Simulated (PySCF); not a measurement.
**C5H4F2: electronic excitations and core binding energies**

Wanted: the electronic excitations and core binding energies of C5H4F2 (`CC#C/C(F)=C\F`), by calculation.

Programs: PySCF 2.14.0, with density-fitted response routines of our own. Each step states its level of theory. These are calculated values for one molecule in the gas phase, unless marked as measured. Atoms are numbered from 0 throughout.

## Step 1: The starting structure

11 atoms, charge 0, multiplicity 1; geometry from: GFN2-xTB.

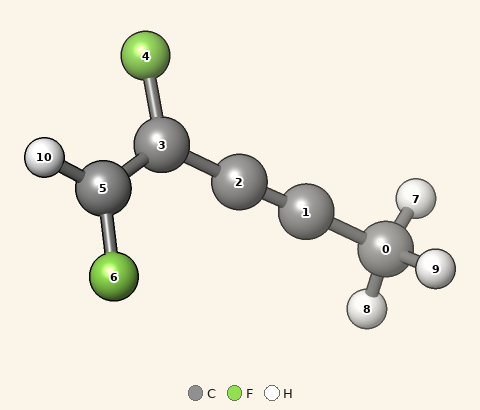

The starting geometry (carbon grey, fluorine green, hydrogen white), atoms numbered.

## Step 2: TDDFT and polarisability: wB97X-D/def2-SVPD

What the job is given:

```
{"job": {"kind": "uv", "xc": "wB97X-D", "basis": "def2-SVPD", "nstates": 8, "ntriplets": 3}, "charge": 0, "multiplicity": 1}
C      2.455677     0.028303    -0.016543
C      1.025143     0.136815    -0.130690
C     -0.174068     0.208788    -0.207145
C     -1.572227     0.321238    -0.327044
F     -2.020524     1.228626    -1.224920
C     -2.487387    -0.371996     0.350262
F     -2.138719    -1.290607     1.258776
H      2.936011     0.654610    -0.767484
H      2.761073    -1.007105    -0.165538
H      2.773311     0.351702     0.974530
H     -3.552865    -0.257705     0.229833
```

Method: TDDFT wB97X-D/def2-SVPD, vertical, gas phase, core orbitals frozen in the response.

Command:

```console
OMP_NUM_THREADS=1 python probes_run.py task.json out
```

This one command runs all jobs of the session in turn.

**Question.** This job is followed by: delta-SCF UKS SCAN, pcX-2 on the ionised atom, pcseg-1 elsewhere, spin-free X2C. Predict these results of the whole session: lowest singlet (wB97X-D/def2-SVPD); brightest single state of those computed; lowest triplet; C1s binding energies, SCAN/pcX-2 (standing for 4 of 5 atoms); F1s binding energies, SCAN/pcX-2.

The runs gave:

```
                                                    quantity                                          value
                          lowest singlet (wB97X-D/def2-SVPD)                    5.50 eV (226 nm), f = 0.000
                    brightest single state of those computed                    state 5, 7.22 eV, f = 0.367
                                              lowest triplet                                        3.48 eV
C1s binding energies, SCAN/pcX-2 (standing for 4 of 5 atoms)  C3 293.48, C5 292.57, C0 291.85, C2 290.57 eV
                            F1s binding energies, SCAN/pcX-2                        F6 693.20, F4 692.97 eV
```

The first singlet state (HOMO→LUMO+1 0.89) lies at 5.50 eV and is dark; of the 8 states computed, the strongest absorption comes from state 5 at 7.22 eV. The lowest triplet lies 2.01 eV below the lowest singlet (triplets in Tamm-Dancoff, singlets in full TDDFT). C3 (fully substituted alkene carbon) binds its C1s electron 2.91 eV more tightly than C2 (alkyne carbon). Only 4 of the 5 C atoms are covered by sound results. F6 (vinylic fluorine) binds its F1s electron 0.24 eV more tightly than F4 (vinylic fluorine).
